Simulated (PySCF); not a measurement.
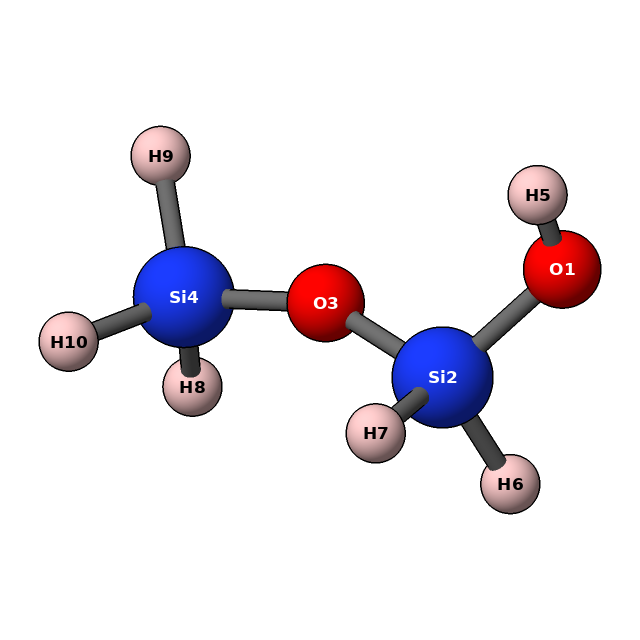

The questions are on isotropic NMR shieldings of the O atoms. Computed geometry: PBE0-D3(BJ)/def2-SVP optimisation. No frequency run is at hand to confirm it as a minimum. Properties computed with GIAO LDA/pcSseg-2 NMR shielding, non-relativistic, gas phase (PySCF 2.14.0).

List the isotropic NMR shieldings of the O atoms.

```
atom  σ (ppm)
  O1    254.9
  O3    262.3
```
